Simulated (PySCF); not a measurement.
## A study: CH$_{7}$AlAsN, SMILES `C=[N][AlH2-][AsH3+]`

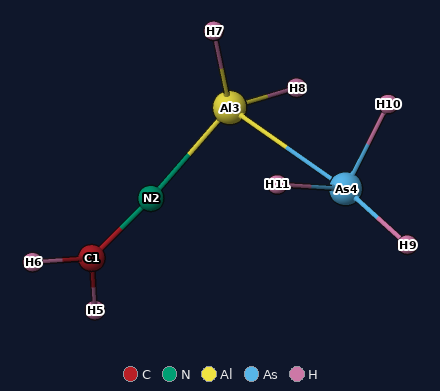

The molecule, with its atoms numbered as below. No frequency check shows the geometry to be a minimum.

Geometry (Å), atoms numbered from 1:

```
C1      -2.8845   -1.0094   -0.0043
N2      -1.9911   -0.1369    0.0023
Al3     -0.8382    1.2180   -0.0006
As4      1.3327   -0.2629   -0.0533
H5      -3.2941   -1.4267   -0.9306
H6      -3.3136   -1.4196    0.9164
H7      -0.4251    1.8464    1.3681
H8      -0.5369    2.0425   -1.2833
H9       2.4867   -1.2337   -0.1313
H10      2.2331    0.7810    0.5140
H11      1.0115   -0.7349    1.3230
```

### 1. Bonding charge

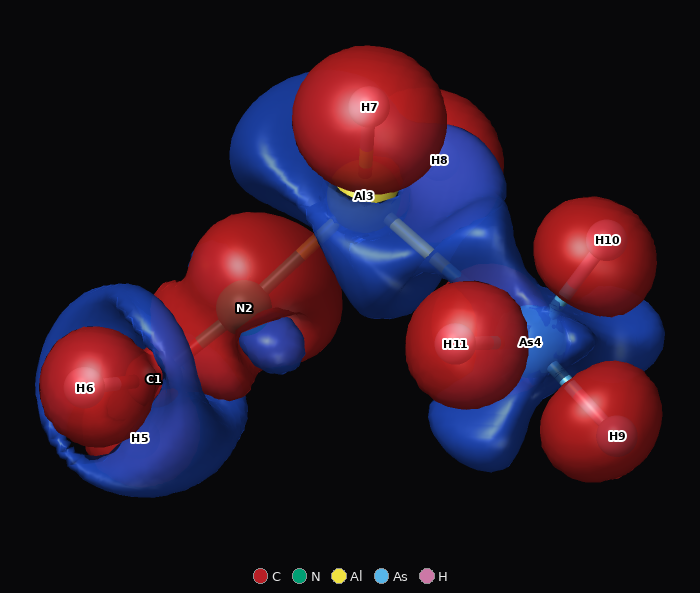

Deformation density (molecule less spherical, spin-averaged free atoms at the same positions), surfaces at ±0.04 e/Å³; red: gain, blue: loss.

Level of theory: ωB97X/def2-TZVP (PySCF), at a geometry from GFN2-xTB.

> Describe the bonding that the map shows.

C1–H5: +0.79 e/Å³ at the bond critical point (bond length 1.09 Å, Mayer order 0.9). C1–H6: +0.79 e/Å³ at the bond critical point (bond length 1.10 Å, Mayer order 0.9). C1–N2: +0.70 e/Å³ at the bond critical point (bond length 1.25 Å, Mayer order 1.9). As4–H11: +0.29 e/Å³ at the bond critical point (bond length 1.49 Å, Mayer order 1.0). As4–H10: +0.29 e/Å³ at the bond critical point (bond length 1.49 Å, Mayer order 1.0). As4–H9: +0.28 e/Å³ at the bond critical point (bond length 1.51 Å, Mayer order 0.9). Al3–H8: +0.19 e/Å³ at the bond critical point (bond length 1.55 Å, Mayer order 0.9). Al3–H7: +0.18 e/Å³ at the bond critical point (bond length 1.56 Å, Mayer order 0.9). N2–Al3: +0.09 e/Å³ at the bond critical point (bond length 1.78 Å, Mayer order 1.1); up to 0.6 Å beside the axis the gain reaches +0.38 e/Å³. In all, 2.8 electrons gather in the regions of gain relative to the promolecule. A small or negative value marks a very polar bond, one between electron-rich atoms, whose free-atom densities already overlap strongly, a long bond to a heavier atom, or a closed-shell contact such as a hydrogen bond.

> Where do the Hirshfeld charges lie?

The highest Hirshfeld charge is on Al3 (+0.40 e), the lowest on N2 (−0.33 e).

### 2. Local ionisation energy

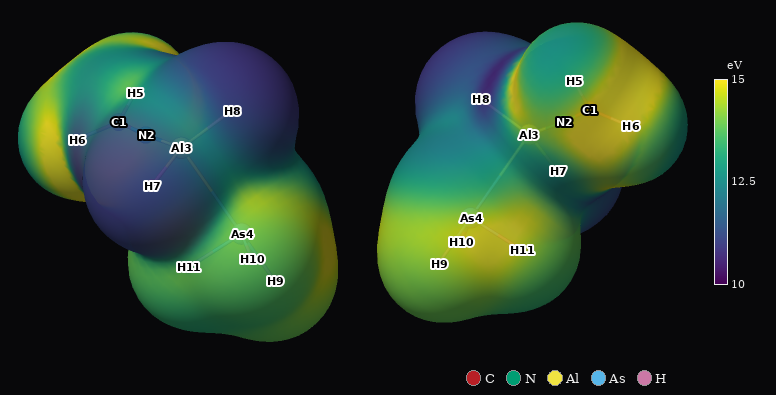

Average local ionisation energy on the surface of electron density 0.001 a.u. (back view left, front view right).

> Locate the minima of the map.

The lowest value is 10.6 eV, 2.1 Å from N2. Further minima include 10.8 eV, 1.6 Å from H8; 12.7 eV, 1.4 Å from H6. For comparison, the highest occupied orbital lies at −8.1 eV.

### 3. Excited states

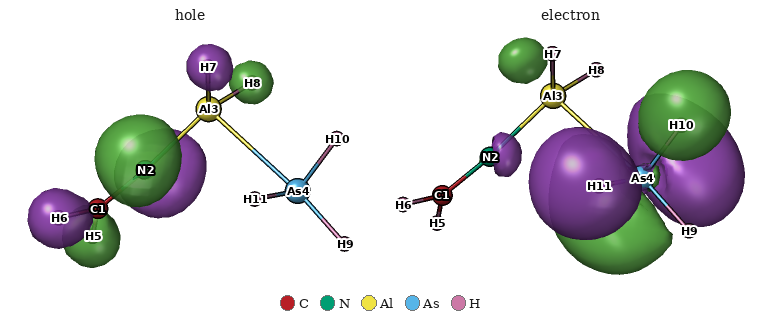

Leading natural transition orbital pair of S₃ (full linear response singlet states); the surfaces enclose about 70 % of each orbital's density.

Method: PBE0/def2-SVP; geometry: GFN2-xTB; program: PySCF. Without diffuse functions Rydberg states are missing, so the states' numbers hold for this basis only.

> What kind of excitation is it, and where does it lie?

4.84 eV (256 nm), f = 0.005, charge transfer, whose energy this functional puts too low; the leading pair carries 100 %; hole on N2 (56 %), C1 (12 %) and Al3 (10 %), electron on As4 (52 %), H11 (20 %) and H10 (11 %); their centroids lie 3.1 Å apart. In canonical orbitals it is mainly HOMO → LUMO+2 (97 %). The HOMO–LUMO gap is 4.05 eV.
